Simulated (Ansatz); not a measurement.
# C$_{2}$H$_{8}$GeS: what the fields show

Input file:

```
basis:
  gaussian: {orbitals: def2-TZVPD}
crystal:
  periodic: [false, false, false]
  atoms:
    - {symbol: C, position_ang: [-1.659601, -1.122648, 0.323312]}
    - {symbol: C, position_ang: [-2.167317, 0.253423, -0.083057]}
    - {symbol: Ge, position_ang: [-0.731989, 1.558850, -0.344805]}
    - {symbol: S, position_ang: [0.734815, 0.791587, -1.852571]}
    - {symbol: H, position_ang: [-0.943556, -1.514315, -0.415851]}
    - {symbol: H, position_ang: [-2.483571, -1.847988, 0.412741]}
    - {symbol: H, position_ang: [-1.140645, -1.091983, 1.294459]}
    - {symbol: H, position_ang: [-2.855096, 0.670907, 0.672109]}
    - {symbol: H, position_ang: [-2.736961, 0.204048, -1.026068]}
    - {symbol: H, position_ang: [-1.288629, 2.922252, -0.803398]}
    - {symbol: H, position_ang: [0.114024, 1.731325, 0.930028]}
    - {symbol: H, position_ang: [-0.152906, 0.794292, -2.871091]}
hamiltonian: {xc: pbe0}
output: {forces: true, orbitals: {seedname: orbitals}}
```

Launched as:

```sh
ansatz run input.yaml --threads 2 --pin off --max-ram 4350MiB --events-out events.jsonl --progress --plain --runs-dir runs
```

Geometry: PBE0-D3(BJ)/def2-SVP.

Level of theory: isolated molecule in a Gaussian basis; Kohn-Sham density functional theory, functional PBE0 in Ansatz.

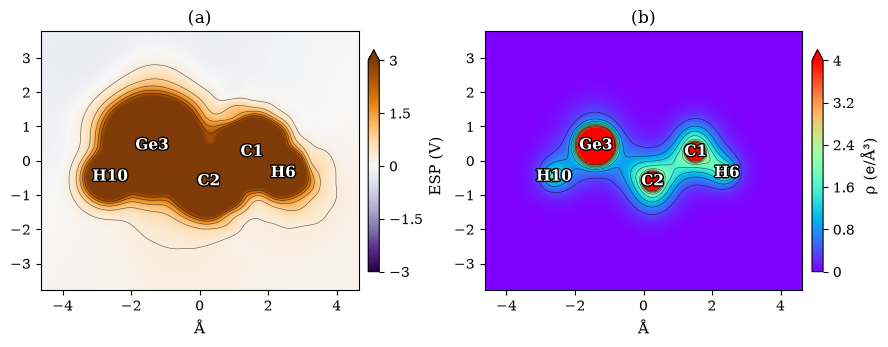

Figure 1. (a) electrostatic potential; (b) total electron density on the plane of atoms C2, C1 and H6.

Q: Interpret the plot.

A: The section cuts through C, Ge and H sites. C–C (1.52 Å): ρ at the midpoint is about 1.6 e/Å³. C–Ge (1.96 Å): the density is about 0.88 e/Å³ at the midpoint. C–H (1.10 Å): ρ at the midpoint is about 1.9 e/Å³. Ge–H (1.54 Å): the density is about 1.1 e/Å³ at the midpoint. The potential has no marked negative region in this plane.

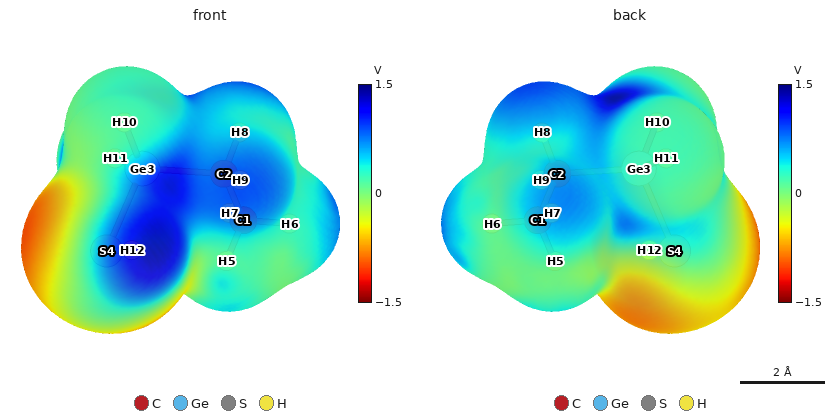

Figure 2. The electrostatic potential painted on the density surface at 0.002 e/bohr³, seen from the front and from behind; the colour scale runs from red (negative) to blue (positive).

Q: Which sites attract a positive test charge, and which a negative one?

A: A positive charge is drawn to the negative regions and a negative charge to the positive ones. The most negative region (about −1.0 V, or −23 kcal/mol for a unit charge) lies over S4, the most positive (about +1.3 V, or +30 kcal/mol for a unit charge) over Ge3 and H12.

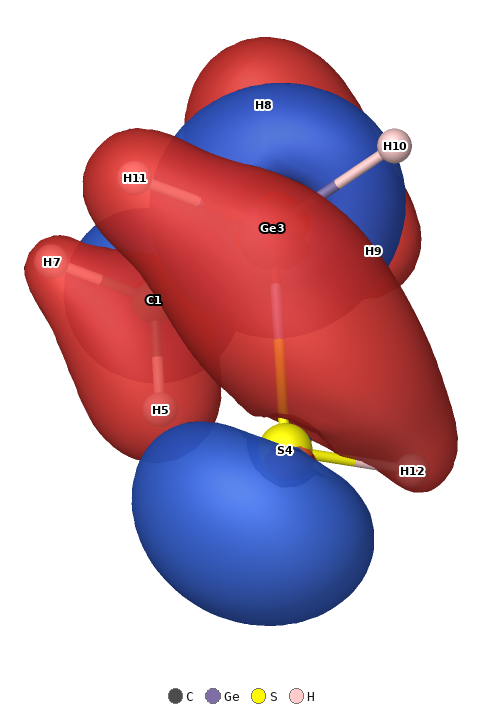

Figure 3. The HOMO−1 at ±0.08 Å⁻³ᐟ² (red and blue are the two phases), seen at an oblique angle.

Q: Where does this orbital lie, and at what energy?

A: Its weight (Hirshfeld) is mainly on S4 (about 30 %), C2 (about 20 %), Ge3 (about 20 %) and C1 (about 5 %). Its energy is −8.50 eV.
